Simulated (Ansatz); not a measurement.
# CuF₂ (doublet): what the fields show

```yaml
atoms:
  - { symbol: Cu, position_ang: [0.0001, 0.0001, -0.0001] }
  - { symbol: F, position_ang: [-0.3475, 1.6374, 0.4667] }
  - { symbol: F, position_ang: [0.3474, -1.6374, -0.4666] }
```

Geometry: PBE-D4/def2-TZVP.

These are results of Ansatz 0.2.0, UKS PBE0-D4/def2-TZVP, not measurements.

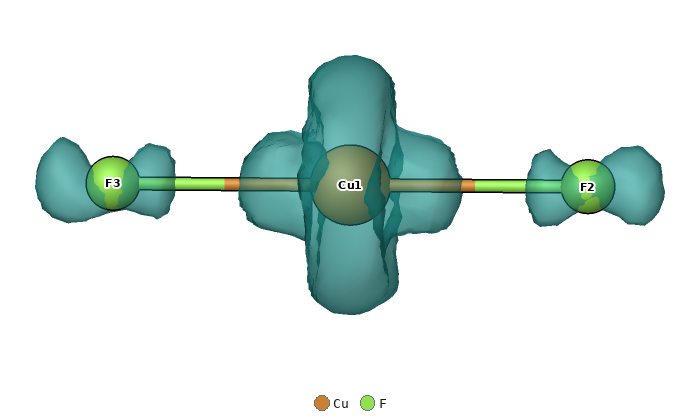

Figure 1. Isosurfaces of the spin density at +0.06 (teal) and −0.06 e/Å³ (pink), seen from one side.

Describe the spin distribution.

Answer. The unpaired spin (1 electron) lies mostly on Cu1 (about 0.9), in electrons by Hirshfeld's partition. Only one sign reaches the isovalue.

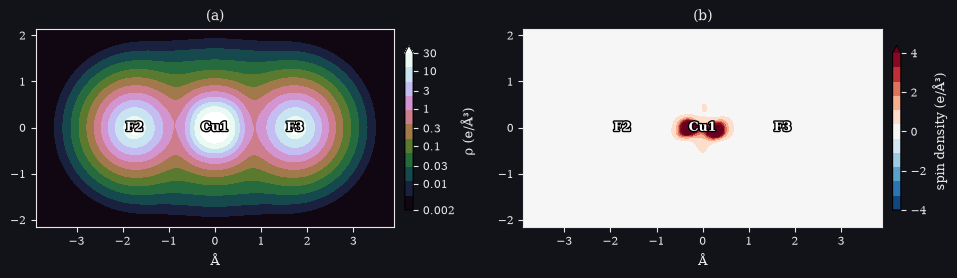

Figure 2. (a) total electron density; (b) spin density on a plane that holds the molecular axis.

Read the bonding off the picture.

Answer. Atoms in the plane: Cu and F. Cu–F (1.74 Å): the density is about 0.89 e/Å³ at the midpoint.

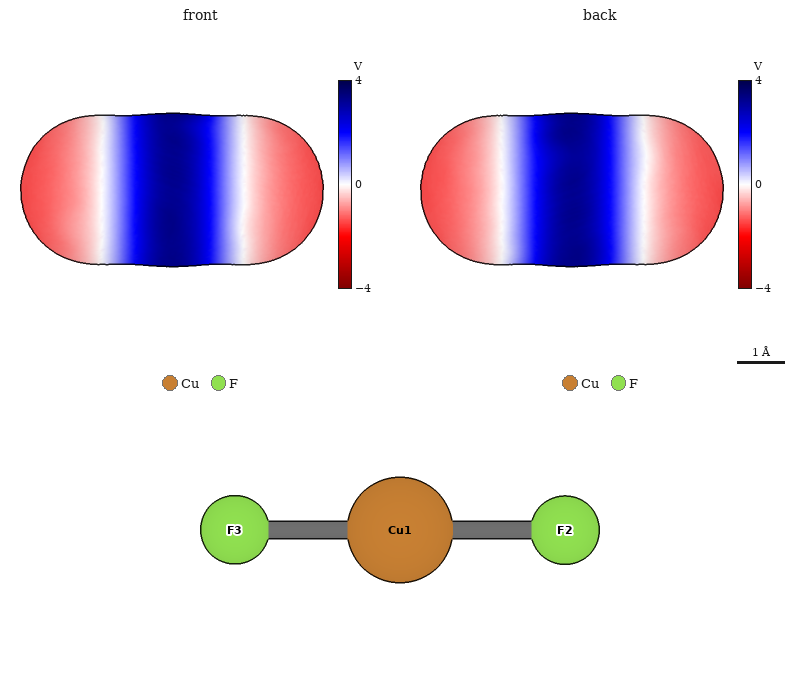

Figure 3. The electrostatic potential painted on the density surface at 0.002 e/bohr³, seen from the front and from behind; red is negative and blue positive. The bare structure is drawn below in the same view.

Where is the surface potential most negative and most positive?

Answer. The most negative region (about −1.4 V) lies over F2 and F3, the most positive (about +3.3 V) over Cu1.
